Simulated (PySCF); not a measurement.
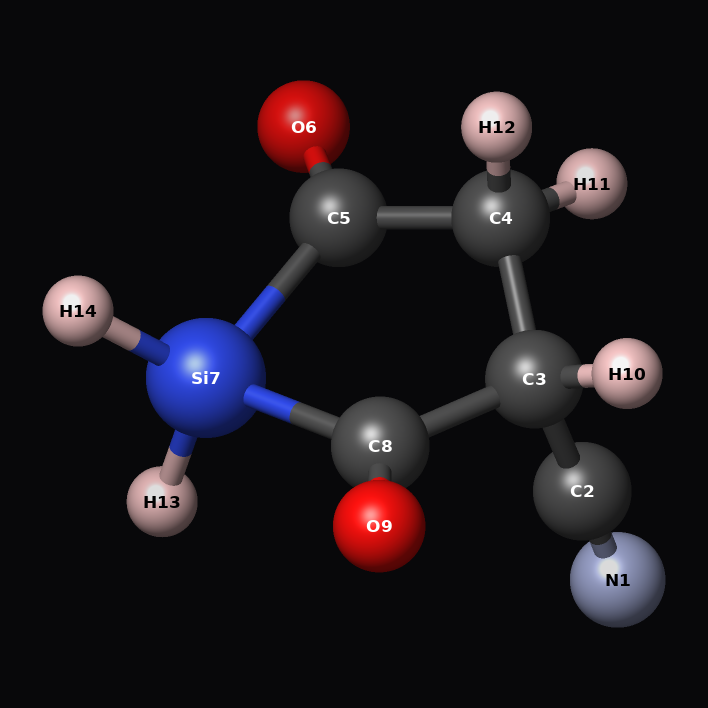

The computed structure is the end point of a GFN2-xTB optimisation. No frequency run is at hand to confirm it as a minimum. Electric field gradients from the ground-state density, PBE0/pcSseg-1 (PySCF 2.14.0), non-relativistic apart from any core potentials.

Give the largest field-gradient component, the quadrupole coupling constant and the asymmetry for 14N at N1 (Q = 20.44 mb), 17O at O6 (Q = −25.6 mb), 17O at O9 (Q = −25.6 mb), 2H at H10 (Q = 2.86 mb), 2H at H11 (Q = 2.86 mb), 2H at H12 (Q = 2.86 mb), 2H at H13 (Q = 2.86 mb).

```
atom  V_zz (a.u.)  e²qQ/h (MHz)     η
  N1       −0.993         −4.77  0.05
  O6       −2.088         12.56  0.61
  O9       −2.085         12.54  0.65
 H10        0.291         0.195  0.03
 H11        0.298         0.200  0.03
 H12        0.298         0.200  0.02
 H13        0.167         0.112  0.01
```

The geometry is semi-empirical. Around Si such bond lengths and angles can be off by a tenth of an ångström or more and by several degrees, and values that hang on the shape move with them.
